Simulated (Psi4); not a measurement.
# UCAM-B3LYP/cc-pVTZ (sweep point 3) run of SiH3O2 (SMILES [O][SiH2]O)

Aim: the vertical doublet–quartet gap of SiH3O2 at UCAM-B3LYP/cc-pVTZ (sweep point 3), from 2 runs. 

The results are computed with Psi4 1.11.

## Step 1: The structure to begin with

SiH3O2: 6 atoms, total charge 0, spin state doublet. As SMILES, `[O][SiH2]O`. Geometry: relaxed at PBE0-D4/def2-TZVP. This is one conformer, not always the lowest.

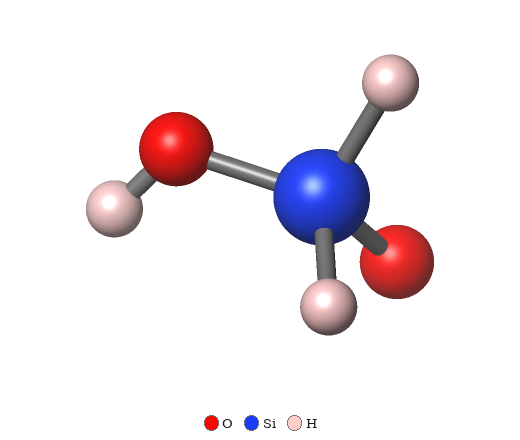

The structure, seen from a chosen angle (oxygen red, silicon blue, hydrogen pink).

## Step 2: A single-point energy at UCAM-B3LYP/cc-pVTZ (sweep point 3)

h3o2si.inp reads:

```
memory 1.6 GB

molecule mol {
  0 2
  O     -1.671900    -0.490300     0.111200
  Si    -0.205500     0.160400    -0.263400
  O      0.949700     0.110200     0.888500
  H      0.117000    -0.700300    -1.441700
  H     -0.353500     1.594200    -0.594000
  H      1.206400    -0.738300     1.253100
  units angstrom
  symmetry c1
}

set {
  basis cc-pVTZ
  reference uks
  puream true
  scf_type pk
  dft_radial_points 99
  dft_spherical_points 590
  maxiter 150
}

energy('cam-b3lyp')
```

Launch:

```console
$ psi4 h3o2si.inp h3o2si.out -n 1
```

h3o2si.out:

```text
[...]
  Running in c1 symmetry.
[...]
  Nuclear repulsion =  110.735256126197982
[...]
  Multiplicity = 2
[...]
  Nalpha       = 17
  Nbeta        = 16
[...]
    Number of basis functions: 136
[...]
   @UKS iter   1:  -441.41877161993551   -4.21767e-01   6.82141e-03 DIIS/ADIIS
[...]
   @UKS iter  16:  -441.77798506385255   -2.19527e-07   2.87162e-07 DIIS
[...]
   @S^2 Observed:                7.545417623E-01
[...]
    Orbital Energies [Eh]
    ---------------------
    Alpha Occupied:
       1A    -66.249804     2A    -19.256880     3A    -19.218889
       4A     -5.392177     5A     -3.751970     6A     -3.751279
       7A     -3.750177     8A     -1.108466     9A     -1.074100
      10A     -0.655241    11A     -0.559256    12A     -0.510031
      13A     -0.485030    14A     -0.466660    15A     -0.426238
      16A     -0.412956    17A     -0.395194
    Alpha Virtual:
      18A      0.054603    19A      0.079991    20A      0.115057
      21A      0.133120    22A      0.146790    23A      0.214157
      24A      0.229534    25A      0.288314    26A      0.314802
[...]
  @UKS Final Energy:  -441.77798506385255
   => Energetics <=
    Nuclear Repulsion Energy =            110.7352561261979815
    One-Electron Energy =                -830.5066927511772974
    Two-Electron Energy =                 307.3604075223056498
    DFT Exchange-Correlation Energy =     -29.3669559611789239
    Empirical Dispersion Energy =           0.0000000000000000
    VV10 Nonlocal Energy =                  0.0000000000000000
    Total Energy =                       -441.7779850638525545
[...]
 Multipole Moments:
 ------------------------------------------------------------------------------------
     Multipole            Electronic (a.u.)      Nuclear  (a.u.)        Total (a.u.)
 ------------------------------------------------------------------------------------
 L = 1.  Multiply by 2.5417464519 to convert [e a0] to [Debye]
 Dipole X            :         -1.0630350            1.6382491            0.5752141
 Dipole Y            :         -0.4552849            0.2123426           -0.2429423
 Dipole Z            :          1.0453081           -1.0882060           -0.0428979
 Magnitude           :                                                    0.6258853
[...]
```

It took 3.9 min on 1 thread of Intel Xeon at 2.50GHz (Skylake/Cascade Lake), shared host; peak memory 1.3 GiB.

## Step 3: The quartet, same level

calc.inp reads:

```
memory 1600 MB

molecule {
  0 4
  O     -1.671900    -0.490300     0.111200
  Si    -0.205500     0.160400    -0.263400
  O      0.949700     0.110200     0.888500
  H      0.117000    -0.700300    -1.441700
  H     -0.353500     1.594200    -0.594000
  H      1.206400    -0.738300     1.253100
  symmetry c1
}

set {
  reference uks
  puream true
  scf_type pk
  dft_radial_points 99
  dft_spherical_points 590
  maxiter 150
}

result, w = energy('cam-b3lyp/cc-pVTZ', return_wfn=True)
```

Launch:

```console
$ psi4 calc.inp calc.out -n 1
```

calc.out:

```text
[...]
  Running in c1 symmetry.
[...]
  Nuclear repulsion =  110.735256126197982
[...]
  Multiplicity = 4
[...]
  Nalpha       = 18
  Nbeta        = 15
[...]
    Number of basis functions: 136
[...]
   @UKS iter   1:  -441.25811642657550   -2.61111e-01   5.61019e-03 ADIIS/DIIS
[...]
   @UKS iter  17:  -441.48937670583359   -4.20941e-07   8.90761e-07 DIIS
[...]
   @S^2 Observed:                3.762412512E+00
[...]
    Orbital Energies [Eh]
    ---------------------
    Alpha Occupied:
       1A    -66.269350     2A    -19.357082     3A    -19.228638
       4A     -5.412049     5A     -3.773001     6A     -3.771634
       7A     -3.769491     8A     -1.167887     9A     -1.112313
      10A     -0.681036    11A     -0.604958    12A     -0.581512
      13A     -0.555661    14A     -0.523902    15A     -0.482948
      16A     -0.454620    17A     -0.432467    18A     -0.098782
    Alpha Virtual:
      19A      0.058034    20A      0.078924    21A      0.112615
      22A      0.120786    23A      0.192609    24A      0.207095
      25A      0.266646    26A      0.292014    27A      0.297844
[...]
  @UKS Final Energy:  -441.48937670583359
   => Energetics <=
    Nuclear Repulsion Energy =            110.7352561261979815
    One-Electron Energy =                -829.2848979276130876
    Two-Electron Energy =                 306.3422420081694213
    DFT Exchange-Correlation Energy =     -29.2819769125879112
    Empirical Dispersion Energy =           0.0000000000000000
    VV10 Nonlocal Energy =                  0.0000000000000000
    Total Energy =                       -441.4893767058335925
[...]
 Multipole Moments:
 ------------------------------------------------------------------------------------
     Multipole            Electronic (a.u.)      Nuclear  (a.u.)        Total (a.u.)
 ------------------------------------------------------------------------------------
 L = 1.  Multiply by 2.5417464519 to convert [e a0] to [Debye]
 Dipole X            :         -1.7508247            1.6382491           -0.1125755
 Dipole Y            :         -0.2395841            0.2123426           -0.0272416
 Dipole Z            :          0.5177053           -1.0882060           -0.5705007
 Magnitude           :                                                    0.5821395
[...]
```

Wall time 3.8 min (1 thread of Intel Xeon at 2.50GHz (Skylake/Cascade Lake), shared host); peak memory 1.3 GiB.

## Step 4: Outcome

At UCAM-B3LYP/cc-pVTZ (sweep point 3):

| quantity | value |
| --- | --- |
| doublet: total energy | -441.77799 Eh |
| doublet: dipole moment | 1.59 D |
| doublet: HOMO energy (highest over α and β) | -10.64 eV |
| doublet: LUMO energy (lowest over α and β) | -3.48 eV |
| doublet: ⟨S²⟩ | 0.755 |
| quartet: total energy | -441.48938 Eh |
| quartet: dipole moment | 1.48 D |
| quartet: HOMO energy (highest over α and β) | -2.69 eV |
| quartet: ⟨S²⟩ | 3.762 |
| vertical energy of the quartet above the doublet | 7.853 eV |

At this shape the quartet lies 7.85 eV (181 kcal/mol) above the doublet.
